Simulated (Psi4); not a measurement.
**How methods differ on SnN2H6 (SMILES [NH2][SnH2][NH2])**

SnN2H6 has 9 atoms, charge 0, and is taken as a singlet. SMILES: `[NH2][SnH2][NH2]`. Geometry: optimised at PBE0/def2-TZVP. This is one conformer, not always the lowest.

Quantity: the HOMO–LUMO gap, in eV. The values are calculated.

| level | kind | program | value (eV) |
| --- | --- | --- | --- |
| PBE-D4/def2-TZVPP (density fitting, core potential) | GGA | Psi4 | 4.97 |
| r2SCAN-D4/def2-TZVPP (density fitting, core potential) | meta-GGA | Psi4 | 5.70 |
| B3LYP-D4/def2-TZVPP (density fitting, core potential) | global hybrid | Psi4 | 6.58 |
| PBE0-D4/def2-TZVPP (density fitting, core potential) | global hybrid | Psi4 | 7.09 |
| wB97M-V/def2-TZVPP (density fitting, core potential) | range-separated hybrid | Psi4 | 10.81 |

The values span 4.97 to 10.81 eV. Orbital gaps aren't excitation energies; they tend to grow with the share of exact exchange.

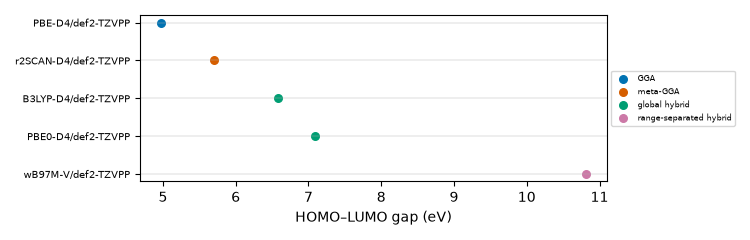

The values of the table, level by level.
